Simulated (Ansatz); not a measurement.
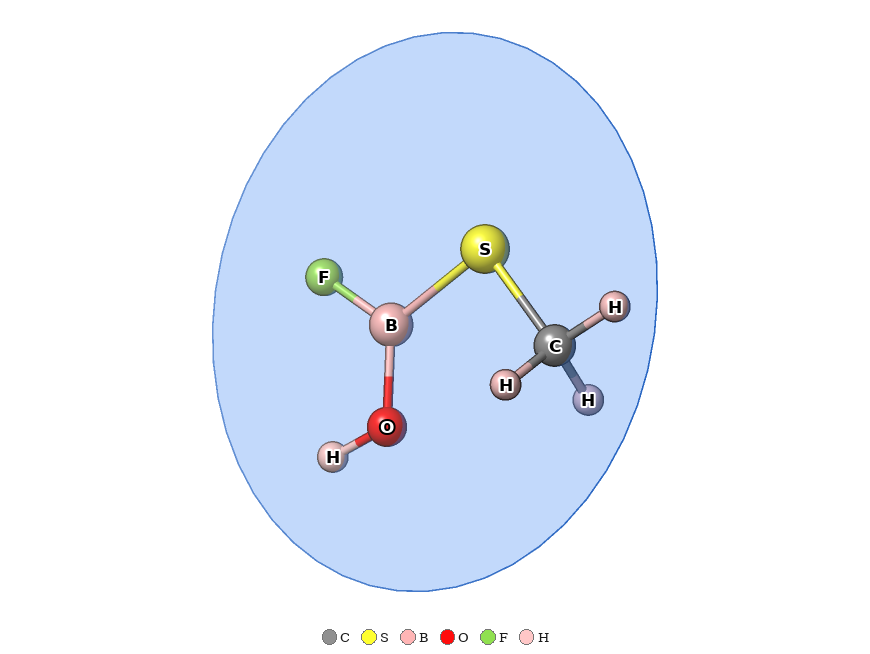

All proper rotation axes (lines) and mirror planes (discs) of the structure are drawn in. Atoms fade into the background with distance from the viewer. The computed structure is the end point of a PBE0-D4/def2-TZVP optimisation.

Name the symmetry elements and the point group.

Answer. It has 1 mirror plane. Point group Cs. The group has 2 operations. The geometry is achiral, and symmetry allows a dipole moment.
